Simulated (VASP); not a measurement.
```
CoC
1.0
    3.06618     0.00000     0.00000
   -1.53309     2.65539     0.00000
    0.00000     0.00000     4.62556
Co C
2 2
Direct
  0.33333   0.66667   0.98926
  0.66667   0.33333   0.48926
  0.33333   0.66667   0.38574
  0.66667   0.33333   0.88574
```

Computed with PBEsol GGA, VASP's PBE PAW potentials (set 64) (plane waves; VASP). Run with 520 eV cut-off, 13×13×8 Γ-centred mesh, tetrahedra with Blöchl corrections, potentials Co C.

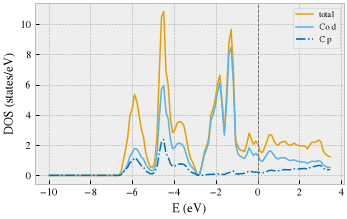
Figure: Total and projected density of states, zero at the Fermi level

Within 2 eV below the Fermi level the largest weight inside VASP's projection spheres is Co d.

It has no gap at this level: it comes out as a metal or semimetal.

The structure was generated: CoC was put into the wurtzite type (P6_3mc), which need not be its known phase. It was relaxed first, which changed the volume by -26 %. The run is not spin-polarised, so no magnetic state was tried.
